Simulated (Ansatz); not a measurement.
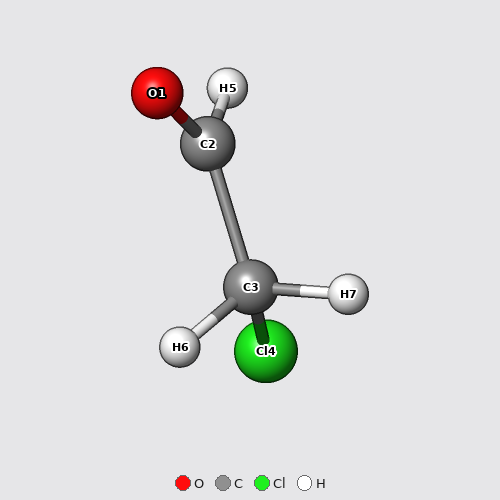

The system is C₂H₃ClO (SMILES O=CCCl) with the probe F-; the picture shows it without the atoms that are moved over the map. The probe is moved over a plane parallel to the molecule's main plane, 3.66 Å above it. The first coordinate is: x of the probe's F atom; the second: y of the probe's F atom. Nothing is relaxed (molecule and probe rigid). Grid: 17 × 15 points. All energies are given in eV relative to the lowest grid point. Level of theory: RKS PBE0-D4/def2-SVPD in Ansatz 0.2.0.

Range: x of the probe's F atom from −3.36 to 3.36 Å; y of the probe's F atom from −2.94 to 2.94 Å.

What will the energy surface look like?

The lowest grid point is at x of the probe's F atom = −0.42 Å, y of the probe's F atom = 0.84 Å [nearest 1 H at 2.73 Å]. No other kind of well shows on this grid. The highest grid point, x of the probe's F atom = 3.36 Å, y of the probe's F atom = −2.94 Å, lies 0.536 eV above the lowest. Near the minimum the curvatures are about 0.088 and 0.19 eV/Å² along the soft and the stiff direction.

```csv
"y of the probe's F atom ↓, x of the probe's F atom →",−2.94,−2.10,−1.26,−0.42,0.42,1.26,2.10,2.94
2.94,0.368,0.285,0.210,0.185,0.228,0.318,0.415,0.495
2.52,0.352,0.252,0.158,0.123,0.175,0.281,0.396,0.489
2.10,0.339,0.224,0.113,0.067,0.124,0.246,0.378,0.483
1.68,0.332,0.207,0.081,0.025,0.083,0.216,0.362,0.478
1.26,0.332,0.202,0.067,0.002,0.055,0.192,0.348,0.474
0.84,0.340,0.211,0.073,0.000,0.042,0.176,0.338,0.472
0.42,0.353,0.230,0.095,0.014,0.041,0.168,0.333,0.470
0.00,0.369,0.256,0.127,0.040,0.053,0.170,0.331,0.469
−0.42,0.387,0.286,0.164,0.075,0.076,0.180,0.335,0.470
−0.84,0.404,0.315,0.204,0.116,0.110,0.200,0.343,0.472
−1.26,0.421,0.343,0.244,0.162,0.151,0.228,0.356,0.476
−1.68,0.437,0.370,0.283,0.210,0.197,0.261,0.374,0.482
−2.10,0.453,0.395,0.321,0.259,0.245,0.298,0.394,0.489
−2.52,0.468,0.419,0.357,0.305,0.293,0.337,0.416,0.498
−2.94,0.482,0.441,0.391,0.349,0.339,0.374,0.439,0.507
```

The table holds every second grid line.

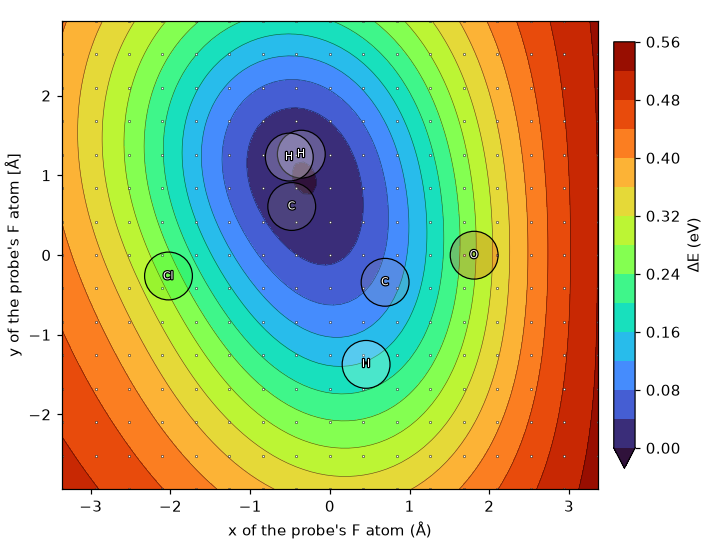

In the figure: filled contours, dots at the grid points, labelled circles for the molecule's atoms, projected on the plane. Between grid points the surface is interpolated.

Each point was launched as `ansatz run input.yaml --threads 1 --pin off --max-ram 2560MiB --backend cpu --events-out ev --progress --plain --runs-dir out`. The whole map (255 points run) took 29 min on 1 thread of Arm Neoverse V2, on a shared host.
